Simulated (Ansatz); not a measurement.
# B₂H (quartet): PBE0, B3LYP over a scan of the distance B1–H3, 6-31G

How well do these functionals follow the top wave-function level for B₂H (quartet) over a scan of the distance B1–H3?

Method: 6-31G, all electrons in the functionals; program: Ansatz 0.2.0, Gaussian basis.

To be run: PBE0, B3LYP, at 0.957 Å; 1.060 Å; 1.178 Å; 1.276 Å; 1.416 Å; 1.588 Å; 1.907 Å; 2.190 Å; 2.629 Å; 3.233 Å; 3.995 Å.

24 further runs of the same task are left out: 2 for a known fault of the program, 17 that didn't finish, 5 set aside as unsound or not needed.

**1. The geometry**

The geometry derives from a PBE0/def2-TZVP stationary point (not a proven minimum). One bond is set to the value named and the two fragments are kept rigid.

3 atoms, charge 0, spin multiplicity 4.

Atoms are counted from 1 here; the program's logs count them from 0.

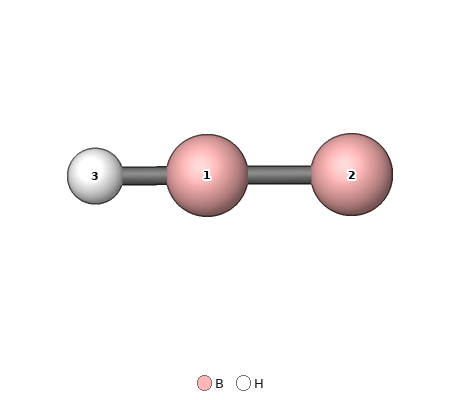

The geometry (boron pink, hydrogen white); atoms are numbered from 1 in the order of the file.

No dispersion term is added. B3LYP takes the VWN-RPA correlation.

The geometry shown and the zero of energy belong to the point 1.178 Å. The yardstick, FCI, and other wave-function levels (R restricted, U unrestricted, valence and pair active spaces) come from earlier runs.

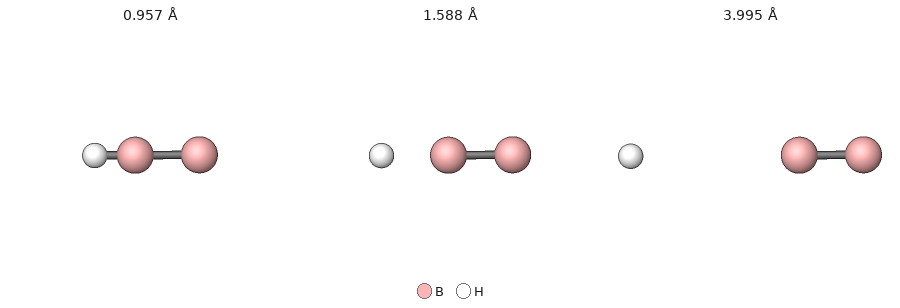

Three points of the scan; sticks are drawn by distance.

**2. PBE0, 0.957 Å**

Contents of in.yaml:

```yaml
crystal:
  periodic: [false, false, false]
  atoms:
    - {symbol: B, position_ang: [0.000000, 0.000000, 0.187809]}
    - {symbol: B, position_ang: [0.000000, 0.000000, -1.332618]}
    - {symbol: H, position_ang: [0.000000, 0.000000, 1.144809]}
basis:
  gaussian: {orbitals: 6-31G}
magnetization: {spin_polarized: true, initial_magnetization: 3}
hamiltonian: {xc: {name: PBE0}}
output: {orbitals: {seedname: orbitals}}
```

On the command line:

```bash
$ ansatz run in.yaml --threads 1 --pin off --events-out ev --progress --plain --max-ram 2393MiB
```

After this run come: PBE0, 1.060 Å; PBE0, 1.178 Å; PBE0, 1.276 Å; PBE0, 1.416 Å; PBE0, 1.588 Å; PBE0, 1.907 Å; PBE0, 2.190 Å; PBE0, 2.629 Å; PBE0, 3.233 Å; PBE0, 3.995 Å; B3LYP, 0.957 Å; B3LYP, 1.060 Å; B3LYP, 1.178 Å; B3LYP, 1.276 Å; B3LYP, 1.416 Å; B3LYP, 1.588 Å; B3LYP, 1.907 Å; B3LYP, 2.190 Å; B3LYP, 2.629 Å; B3LYP, 3.233 Å; B3LYP, 3.995 Å.

Q: Predict the results of all the runs planned. Wanted: span of the FCI curve; largest miss, PBE0; largest miss, B3LYP.

The runs gave:

```
             quantity                   value
span of the FCI curve            392.0 kJ/mol
   largest miss, PBE0  +63.9 kJ/mol (2.629 Å)
  largest miss, B3LYP  +77.3 kJ/mol (3.995 Å)
```

In words: Of the functionals, PBE0 keep the smallest largest miss at the points compared (at most 63.9 kJ/mol) and B3LYP strays most (77.3 kJ/mol, at 3.995 Å). PBE0, B3LYP clearly break the spin symmetry at some points (⟨S²⟩ up to 1.00 above the pure value), so energy there is bought with a mixed spin. Functionals and the yardstick converge differently with the basis, so part of each miss in 6-31G is the basis.
